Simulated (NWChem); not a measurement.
# HSE06 (ITYH form)/6-311++G(2d,2p) (density fitting with weigend coulomb fitting) run of F2 (fluorine)

Aim: the energy difference between two shapes of F2 (fluorine) at HSE06 (ITYH form)/6-311++G(2d,2p) (density fitting with weigend coulomb fitting), from 2 runs. 

The results are computed with NWChem 7.3.0.

1 further run of the same task is left out (it didn't finish).

**1. Starting point**

F2 has 2 atoms, charge 0, and is taken as a singlet. As SMILES, `FF`. Geometry: relaxed at PBE0-D4/def2-TZVP.

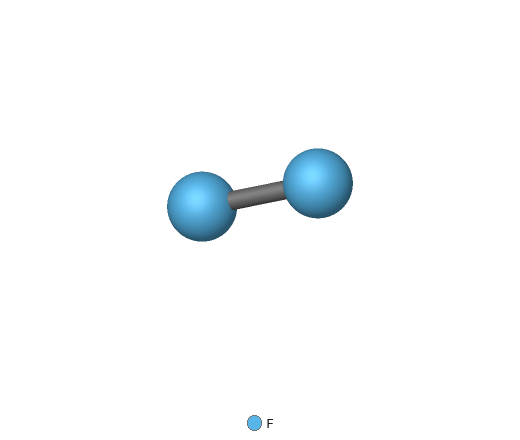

The structure, seen from a chosen angle (fluorine blue).

**2. The energy at HSE06 (ITYH form)/6-311++G(2d,2p) (density fitting with weigend coulomb fitting)**

File struct.nw:

```
start struct
title "F2 HSE06 (ITYH form)"
memory total 2200 mb
geometry
 zmatrix
   F
   F 1 r2
 variables
   r2 1.375613
 end
end
basis "ao basis" spherical bse
 * library "6-311++G(2d,2p)"
end
basis "cd basis" spherical
 * library "weigend coulomb fitting"
end
dft
 xc xpbe96 1.0 xcampbe96 -0.25 cpbe96 1.0 srhfexch 0.25
 cam 0.11 cam_alpha 0.0 cam_beta 1.0
 grid xfine
 convergence energy 1e-05
 direct
 mulliken
end
task dft energy
```

The run is started by

```console
$ nwchem struct.nw > struct.out
```

Standard output, cut to the lines that bear on the results:

```text
[...]
 Group name             D4h
[...]
          Wavefunction type:  closed shell.
          No. of atoms     :     2
          No. of electrons :    18
[...]
          Charge           :     0
          Spin multiplicity:     1
[...]
          AO basis - number of functions:    54
[...]
              XC Information
              --------------
                     Hartree-Fock (Exact) Exchange  0.250
          PerdewBurkeErnzerhof Exchange Functional  1.000
                     CAM-PBE96 Exchange Functional -0.250
            Perdew 1991 LDA Correlation Functional  1.000 local
           PerdewBurkeErnz. Correlation Functional  1.000 non-local
[...]
 d= 0,ls=0.0,diis     1   -199.3934033113 -2.31D+02  5.56D-03  6.48D-01     0.6
[...]
 d= 0,ls=0.0,diis     6   -199.4238143843 -1.14D-07  1.42D-07  2.34D-09     1.9
         Total DFT energy =     -199.423814384325
      One electron energy =     -340.073359767033
           Coulomb energy =      130.116866749920
    Exchange-Corr. energy =      -20.626780582104
 Nuclear repulsion energy =       31.159459214892
[...]
      Total Density - Mulliken Population Analysis
     ---------------------------------------------
    Atom       Charge   Shell Charges
 -----------   ------   -------------------------------------------------------
    1 F    9     9.00   1.08  0.92  1.13  1.13  2.27  0.87  1.51 -0.04  0.10  0.00  0.02
    2 F    9     9.00   1.08  0.92  1.13  1.13  2.27  0.87  1.51 -0.04  0.10  0.00  0.02
[...]
```

Wall time 2.5 s (1 thread of Intel Xeon Platinum 8375C at 2.90GHz (Ice Lake), shared host); peak memory 0.11 GiB.

**3. The distorted shape, same level**

File job.nw:

```
START job
memory stack 880 mb heap 220 mb global 1100 mb

GEOMETRY
zmatrix
  F
  F 1 r2
variables
  r2 1.400574
end
END

BASIS spherical bse
* library "6-311++G(2d,2p)"
END

BASIS "cd basis" spherical
* library "weigend coulomb fitting"
END

DFT
xc xpbe96 1.0 xcampbe96 -0.25 cpbe96 1.0 srhfexch 0.25
cam 0.11 cam_alpha 0.0 cam_beta 1.0
grid xfine
convergence energy 1e-05
direct
mulliken
END

TASK dft
```

The run is started by

```console
$ nwchem job.nw > job.out
```

Standard output, cut to the lines that bear on the results:

```text
[...]
 Group name             D4h
[...]
          Wavefunction type:  closed shell.
          No. of atoms     :     2
          No. of electrons :    18
[...]
          Charge           :     0
          Spin multiplicity:     1
[...]
          AO basis - number of functions:    54
[...]
              XC Information
              --------------
                     Hartree-Fock (Exact) Exchange  0.250
          PerdewBurkeErnzerhof Exchange Functional  1.000
                     CAM-PBE96 Exchange Functional -0.250
            Perdew 1991 LDA Correlation Functional  1.000 local
           PerdewBurkeErnz. Correlation Functional  1.000 non-local
[...]
 d= 0,ls=0.0,diis     1   -199.3942067243 -2.30D+02  5.41D-03  6.34D-01     0.5
[...]
 d= 0,ls=0.0,diis     6   -199.4235928750 -1.13D-07  1.34D-07  2.23D-09     2.2
         Total DFT energy =     -199.423592874990
      One electron energy =     -338.988452709933
           Coulomb energy =      129.572512642285
    Exchange-Corr. energy =      -20.611788803709
 Nuclear repulsion energy =       30.604135996367
[...]
      Total Density - Mulliken Population Analysis
     ---------------------------------------------
    Atom       Charge   Shell Charges
 -----------   ------   -------------------------------------------------------
    1 F    9     9.00   1.08  0.92  1.13  1.14  2.27  0.87  1.52 -0.04  0.10  0.00  0.02
    2 F    9     9.00   1.08  0.92  1.13  1.14  2.27  0.87  1.52 -0.04  0.10  0.00  0.02
[...]
```

Wall time 2.8 s (1 thread of Intel Xeon Platinum 8375C at 2.90GHz (Ice Lake), shared host); peak memory 0.11 GiB.

**4. Summary of results**

At HSE06 (ITYH form)/6-311++G(2d,2p) (density fitting with weigend coulomb fitting):

```
                              quantity          value
             first shape: total energy  -199.42381 Eh
            first shape: dipole moment         0.00 D
              first shape: HOMO energy      -11.32 eV
              first shape: LUMO energy       -3.89 eV
            first shape: HOMO–LUMO gap        7.44 eV
         distorted shape: total energy  -199.42359 Eh
        distorted shape: dipole moment         0.00 D
          distorted shape: HOMO energy      -11.44 eV
          distorted shape: LUMO energy       -4.37 eV
        distorted shape: HOMO–LUMO gap        7.07 eV
energy change with the atoms displaced       0.006 eV
```

In words: With the atoms displaced the energy rises by 0.01 eV (0.6 kJ/mol). The first shape isn't relaxed at this level, so the change isn't measured from a minimum.
